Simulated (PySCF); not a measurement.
# C₂H₄BCl: electronic excitations at several levels of theory, part 2 of 2

PySCF 2.14.0. Atoms count from 0.

## 7. Ultraviolet spectrum: PBE0/aug-cc-pVDZ

What the job is given:

```
{"job": {"kind": "uv", "xc": "PBE0", "basis": "aug-cc-pVDZ"}, "charge": 0, "multiplicity": 1}
B      2.038846     2.234492     0.995968
C      0.519875     2.246361     0.721809
C     -0.548994     1.546091     0.373890
Cl     0.445562     3.991667     1.093876
H      2.804842     2.484700     0.097799
H      2.438268     2.033875     2.116644
H     -0.435123     0.480299     0.159700
H     -1.542641     1.991652     0.291352
```

Level: TDDFT PBE0/aug-cc-pVDZ, vertical, gas phase, core orbitals frozen in the response.

The program printed:

```text
coarse grid: 7368 points
cycle   1  E = -563.3161946226  dE =  2.875e-01  |g| = 2.192e-01  |ddm| = 7.880e+00
cycle   2  E = -563.3145895152  dE =  1.605e-03  |g| = 2.436e-01  |ddm| = 1.307e+00
cycle   3  E = -563.3286070355  dE = -1.402e-02  |g| = 6.655e-02  |ddm| = 5.002e-01
cycle   4  E = -563.3298510172  dE = -1.244e-03  |g| = 1.585e-02  |ddm| = 1.511e-01
cycle   5  E = -563.3299119096  dE = -6.089e-05  |g| = 6.094e-03  |ddm| = 5.367e-02
cycle   6  E = -563.3299229249  dE = -1.102e-05  |g| = 1.121e-03  |ddm| = 1.423e-02
cycle   7  E = -563.3299232823  dE = -3.575e-07  |g| = 3.191e-04  |ddm| = 3.178e-03
final grid: 66864 points
cycle   8  E = -563.3442888075  dE = -1.491e-05  |g| = 4.577e-03  |ddm| = 1.327e-01
cycle   9  E = -563.3442869870  dE =  1.820e-06  |g| = 5.342e-03  |ddm| = 3.469e-02
cycle  10  E = -563.3442949116  dE = -7.925e-06  |g| = 1.020e-03  |ddm| = 1.454e-02
cycle  11  E = -563.3442951755  dE = -2.639e-07  |g| = 1.904e-04  |ddm| = 1.971e-03
cycle  12  E = -563.3442951845  dE = -8.978e-09  |g| = 6.911e-05  |ddm| = 5.220e-04
cycle  13  E = -563.3442951858  dE = -1.322e-09  |g| = 1.906e-05  |ddm| = 1.683e-04
cycle  14  E = -563.3442951860  dE = -1.144e-10  |g| = 3.632e-06  |ddm| = 6.044e-05
converged SCF energy = -563.3442951860

Static polarisability (au): isotropic 56.188, principal 41.368 58.878 68.317

Singlet excitations
state   eV       nm        f      main configurations
  1   4.7790    259.4   0.00113   H->L 0.99
  2   6.2321    198.9   0.00224   H-2->L 0.96
  3   6.4330    192.7   0.00156   H->L+3 0.68, H->L+2 0.19
  4   6.4443    192.4   0.11584   H-1->L 0.66, H->L+1 0.21
  5   6.7403    183.9   0.22848   H->L+1 0.71, H-1->L 0.21
  6   6.7689    183.2   0.00607   H->L+2 0.77, H->L+3 0.20
  7   7.0833    175.0   0.02981   H-3->L 0.89
  8   7.2408    171.2   0.00051   H-1->L+1 0.97
  9   7.5433    164.4   0.01737   H->L+4 0.88
 10   7.6976    161.1   0.00013   H->L+6 0.83

Triplet excitations (Tamm-Dancoff, eV): 4.1921 4.5938 5.5075 5.5640
```

Run time: 9.5 s. Hardware: 1 thread of Arm Neoverse V1, shared host; peak memory 0.58 GiB.

Key values: HOMO -7.70 eV, LUMO -1.46 eV; lowest singlet 4.78 eV.

## 8. TDDFT and polarisability: PBE0/aug-cc-pVTZ

Settings changed since step 7:

```diff
@@ -1,2 +1,2 @@
-{"job": {"kind": "uv", "xc": "PBE0", "basis": "aug-cc-pVDZ"}, "charge": 0, "multiplicity": 1}
+{"job": {"kind": "uv", "xc": "PBE0", "basis": "aug-cc-pVTZ"}, "charge": 0, "multiplicity": 1}
 B      2.038846     2.234492     0.995968
```

Method: TDDFT PBE0/aug-cc-pVTZ, vertical, gas phase, core orbitals frozen in the response.

The program printed:

```text
coarse grid: 7368 points
cycle   1  E = -563.3614915885  dE =  2.640e-01  |g| = 2.434e-01  |ddm| = 5.864e+00
cycle   2  E = -563.3605670263  dE =  9.246e-04  |g| = 2.565e-01  |ddm| = 9.871e-01
cycle   3  E = -563.3751519371  dE = -1.458e-02  |g| = 7.518e-02  |ddm| = 4.668e-01
cycle   4  E = -563.3766274869  dE = -1.476e-03  |g| = 2.214e-02  |ddm| = 1.443e-01
cycle   5  E = -563.3767442119  dE = -1.167e-04  |g| = 7.084e-03  |ddm| = 3.868e-02
cycle   6  E = -563.3767579283  dE = -1.372e-05  |g| = 1.459e-03  |ddm| = 1.216e-02
cycle   7  E = -563.3767584227  dE = -4.944e-07  |g| = 4.263e-04  |ddm| = 2.945e-03
final grid: 66864 points
cycle   8  E = -563.3834130089  dE = -3.901e-05  |g| = 4.682e-03  |ddm| = 2.309e-01
cycle   9  E = -563.3834124393  dE =  5.696e-07  |g| = 4.812e-03  |ddm| = 1.797e-02
cycle  10  E = -563.3834183531  dE = -5.914e-06  |g| = 1.035e-03  |ddm| = 8.913e-03
cycle  11  E = -563.3834186036  dE = -2.505e-07  |g| = 2.470e-04  |ddm| = 1.551e-03
cycle  12  E = -563.3834186160  dE = -1.236e-08  |g| = 1.030e-04  |ddm| = 4.975e-04
cycle  13  E = -563.3834186187  dE = -2.771e-09  |g| = 2.563e-05  |ddm| = 1.946e-04
cycle  14  E = -563.3834186189  dE = -1.728e-10  |g| = 5.574e-06  |ddm| = 4.852e-05
converged SCF energy = -563.3834186189

Static polarisability (au): isotropic 56.744, principal 41.771 59.516 68.944

Singlet excitations
state   eV       nm        f      main configurations
  1   4.8085    257.8   0.00110   H->L 0.99
  2   6.2511    198.3   0.00210   H-2->L 0.94
  3   6.3956    193.9   0.00033   H->L+3 0.68, H->L+2 0.15
  4   6.4303    192.8   0.12293   H-1->L 0.65, H->L+1 0.23
  5   6.7162    184.6   0.21890   H->L+1 0.68, H-1->L 0.23
  6   6.7470    183.8   0.00511   H->L+2 0.80, H->L+3 0.17
  7   7.0803    175.1   0.02710   H-3->L 0.90
  8   7.1814    172.6   0.00050   H-1->L+1 0.97
  9   7.4544    166.3   0.01824   H->L+4 0.87
 10   7.6134    162.8   0.00030   H->L+5 0.85

Triplet excitations (Tamm-Dancoff, eV): 4.1726 4.6196 5.4998 5.5728
```

Wall time 29 s (1 thread of Arm Neoverse V1, shared host); peak memory 0.85 GiB.

In short: HOMO -7.72 eV, LUMO -1.45 eV; lowest singlet 4.81 eV.

## 9. TDDFT and polarisability: PBE0/def2-TZVPD

Settings changed since step 8:

```diff
@@ -1,2 +1,2 @@
-{"job": {"kind": "uv", "xc": "PBE0", "basis": "aug-cc-pVTZ"}, "charge": 0, "multiplicity": 1}
+{"job": {"kind": "uv", "xc": "PBE0", "basis": "def2-TZVPD"}, "charge": 0, "multiplicity": 1}
 B      2.038846     2.234492     0.995968
```

With the program's defaults for keys left out, this is: TDDFT PBE0/def2-TZVPD, vertical, gas phase, core orbitals frozen in the response.

The program printed:

```text
coarse grid: 7368 points
cycle   1  E = -563.3677218377  dE =  2.604e-01  |g| = 2.451e-01  |ddm| = 2.400e+00
cycle   2  E = -563.3669707667  dE =  7.511e-04  |g| = 2.533e-01  |ddm| = 5.577e-01
cycle   3  E = -563.3811835396  dE = -1.421e-02  |g| = 7.669e-02  |ddm| = 2.124e-01
cycle   4  E = -563.3827149409  dE = -1.531e-03  |g| = 2.330e-02  |ddm| = 8.062e-02
cycle   5  E = -563.3828448083  dE = -1.299e-04  |g| = 6.938e-03  |ddm| = 2.483e-02
cycle   6  E = -563.3828576936  dE = -1.289e-05  |g| = 1.777e-03  |ddm| = 7.043e-03
cycle   7  E = -563.3828583526  dE = -6.590e-07  |g| = 4.070e-04  |ddm| = 2.056e-03
final grid: 66864 points
cycle   8  E = -563.3779806233  dE = -2.852e-05  |g| = 4.962e-03  |ddm| = 1.319e-01
cycle   9  E = -563.3779800847  dE =  5.386e-07  |g| = 4.836e-03  |ddm| = 1.062e-02
cycle  10  E = -563.3779858185  dE = -5.734e-06  |g| = 1.193e-03  |ddm| = 5.460e-03
cycle  11  E = -563.3779861389  dE = -3.204e-07  |g| = 2.515e-04  |ddm| = 9.858e-04
cycle  12  E = -563.3779861524  dE = -1.352e-08  |g| = 9.436e-05  |ddm| = 2.579e-04
cycle  13  E = -563.3779861547  dE = -2.286e-09  |g| = 2.482e-05  |ddm| = 9.793e-05
cycle  14  E = -563.3779861549  dE = -1.667e-10  |g| = 4.933e-06  |ddm| = 2.976e-05
converged SCF energy = -563.3779861549

Static polarisability (au): isotropic 56.674, principal 41.646 59.529 68.847

Singlet excitations
state   eV       nm        f      main configurations
  1   4.8079    257.9   0.00101   H->L 0.99
  2   6.2467    198.5   0.00212   H-2->L 0.91
  3   6.3620    194.9   0.00009   H->L+2 0.52, H->L+3 0.38
  4   6.4409    192.5   0.10435   H-1->L 0.71, H->L+1 0.16
  5   6.7936    182.5   0.25403   H->L+1 0.75, H-1->L 0.17
  6   6.9537    178.3   0.00291   H->L+3 0.58, H->L+2 0.38
  7   7.0775    175.2   0.03037   H-3->L 0.90
  8   7.1876    172.5   0.00046   H-1->L+1 0.98
  9   7.7614    159.7   0.02810   H->L+4 0.87
 10   7.8246    158.5   0.12681   H-2->L+1 0.86

Triplet excitations (Tamm-Dancoff, eV): 4.1666 4.6172 5.4918 5.5600
```

Run time: 16 s. Hardware: 1 thread of Arm Neoverse V1, shared host; peak memory 0.73 GiB.

Key values: HOMO -7.71 eV, LUMO -1.44 eV; lowest singlet 4.81 eV.

## 10. TDDFT and polarisability: PBE0/6-31+G*

Settings changed since step 9:

```diff
@@ -1,2 +1,2 @@
-{"job": {"kind": "uv", "xc": "PBE0", "basis": "def2-TZVPD"}, "charge": 0, "multiplicity": 1}
+{"job": {"kind": "uv", "xc": "PBE0", "basis": "6-31+G*"}, "charge": 0, "multiplicity": 1}
 B      2.038846     2.234492     0.995968
```

Level: TDDFT PBE0/6-31+G*, vertical, gas phase, core orbitals frozen in the response.

The program printed:

```text
coarse grid: 7368 points
cycle   1  E = -563.3267085893  dE =  2.800e-01  |g| = 2.272e-01  |ddm| = 2.831e+00
cycle   2  E = -563.3255050139  dE =  1.204e-03  |g| = 2.472e-01  |ddm| = 6.192e-01
cycle   3  E = -563.3399159770  dE = -1.441e-02  |g| = 6.882e-02  |ddm| = 2.662e-01
cycle   4  E = -563.3412532283  dE = -1.337e-03  |g| = 1.474e-02  |ddm| = 1.292e-01
cycle   5  E = -563.3413055825  dE = -5.235e-05  |g| = 5.729e-03  |ddm| = 2.540e-02
cycle   6  E = -563.3413151616  dE = -9.579e-06  |g| = 1.059e-03  |ddm| = 1.065e-02
final grid: 66864 points
cycle   7  E = -563.3080906512  dE = -1.124e-05  |g| = 5.140e-03  |ddm| = 2.898e-02
cycle   8  E = -563.3080859210  dE =  4.730e-06  |g| = 6.685e-03  |ddm| = 1.640e-02
cycle   9  E = -563.3080984205  dE = -1.250e-05  |g| = 9.496e-04  |ddm| = 1.008e-02
cycle  10  E = -563.3080986420  dE = -2.215e-07  |g| = 2.183e-04  |ddm| = 1.138e-03
cycle  11  E = -563.3080986547  dE = -1.265e-08  |g| = 6.242e-05  |ddm| = 3.773e-04
cycle  12  E = -563.3080986558  dE = -1.142e-09  |g| = 1.403e-05  |ddm| = 1.050e-04
cycle  13  E = -563.3080986559  dE = -5.753e-11  |g| = 2.954e-06  |ddm| = 2.994e-05
converged SCF energy = -563.3080986559

Static polarisability (au): isotropic 50.313, principal 35.337 52.238 63.364

Singlet excitations
state   eV       nm        f      main configurations
  1   4.7953    258.6   0.00097   H->L 0.99
  2   6.2887    197.2   0.00154   H-2->L 0.94
  3   6.4355    192.7   0.00058   H->L+2 0.57, H->L+3 0.36
  4   6.5054    190.6   0.11499   H-1->L 0.71, H->L+1 0.16
  5   6.8166    181.9   0.26186   H->L+1 0.76, H-1->L 0.17
  6   6.9706    177.9   0.00524   H->L+3 0.61, H->L+2 0.37
  7   7.1424    173.6   0.03461   H-3->L 0.90
  8   7.3363    169.0   0.00108   H-1->L+1 0.97
  9   7.8010    158.9   0.02616   H->L+4 0.89
 10   7.9077    156.8   0.12316   H-2->L+1 0.89

Triplet excitations (Tamm-Dancoff, eV): 4.1984 4.6204 5.5453 5.6313
```

Run time: 5.3 s. Hardware: 1 thread of Arm Neoverse V1, shared host; peak memory 0.49 GiB.

Key values: HOMO -7.70 eV, LUMO -1.44 eV; lowest singlet 4.80 eV.

## 11. Comparing the runs: electronic excitations

Excitations and ground-state properties, with basis size and wall time:

| run | lowest singlet (eV) | brightest (eV) | f | gap (eV) | α (Å³) | μ (D) | functions | time |
| --- | --- | --- | --- | --- | --- | --- | --- | --- |
| wB97X-D/def2-SVPD | 5.21 | 7.05 | 0.282 | 10.05 | 8.18 | 1.34 | 119 | 16 s |
| LC-wPBE/def2-SVPD | 5.58 | 7.24 | 0.344 | 11.31 | 7.98 | 1.37 | 119 | 21 s |
| PBE0/6-31G* | 4.91 | 7.38 | 0.269 | 6.43 | 6.56 | 1.33 | 68 | 3.8 s |
| PBE0/def2-SVP | 4.91 | 7.28 | 0.280 | 6.40 | 6.71 | 1.19 | 80 | 4.4 s |
| PBE0/def2-TZVP | 4.83 | 6.95 | 0.275 | 6.31 | 7.77 | 1.22 | 154 | 11 s |
| PBE0/aug-cc-pVDZ | 4.78 | 6.74 | 0.228 | 6.24 | 8.33 | 1.25 | 132 | 9.5 s |
| PBE0/aug-cc-pVTZ | 4.81 | 6.72 | 0.219 | 6.27 | 8.41 | 1.23 | 280 | 29 s |
| PBE0/def2-TZVPD | 4.81 | 6.79 | 0.254 | 6.27 | 8.40 | 1.23 | 193 | 16 s |
| PBE0/6-31+G* | 4.80 | 6.82 | 0.262 | 6.26 | 7.46 | 1.31 | 84 | 5.3 s |

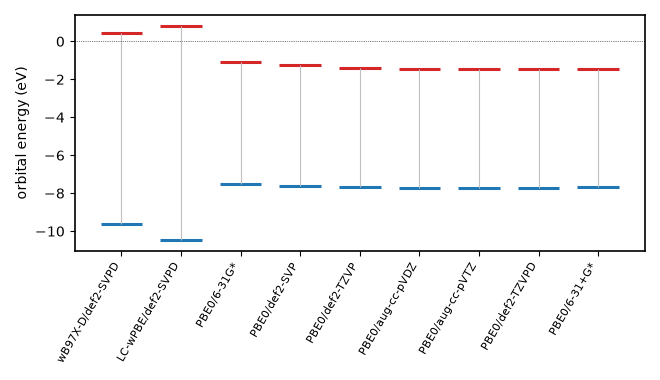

HOMO (blue) and LUMO (red) run by run.

## 12. Outcome

This closing draws on all 2 parts.

| quantity | value |
| --- | --- |
| lowest singlet (wB97X-D/def2-SVPD) | 5.21 eV (238 nm), f = 0.001 |
| brightest single state of those computed | state 5, 7.05 eV, f = 0.282 |
| lowest triplet | 4.34 eV |
| vertical ionisation energy (ΔSCF) | 9.97 eV |
| range of the lowest singlet | 4.78 to 5.58 eV |

Single values in the summary come from the first sound run of each kind (wB97X-D/def2-SVPD), which need not be the best level. The lowest singlet, at 5.21 eV, is HOMO→LUMO 0.96 and is dark; of the 10 states computed, the strongest absorption comes from state 5 at 7.05 eV. The lowest triplet lies 0.87 eV below the lowest singlet (triplets in Tamm-Dancoff, singlets in full TDDFT). ΔSCF puts the ionisation energy at 9.97 eV, 0.36 eV above −ε(HOMO). The lowest singlet runs from 4.78 eV (PBE0/aug-cc-pVDZ) to 5.58 eV (LC-wPBE/def2-SVPD), while the orbital gap spans 6.24 to 11.31 eV. The lowest state need not be the same one in every run.
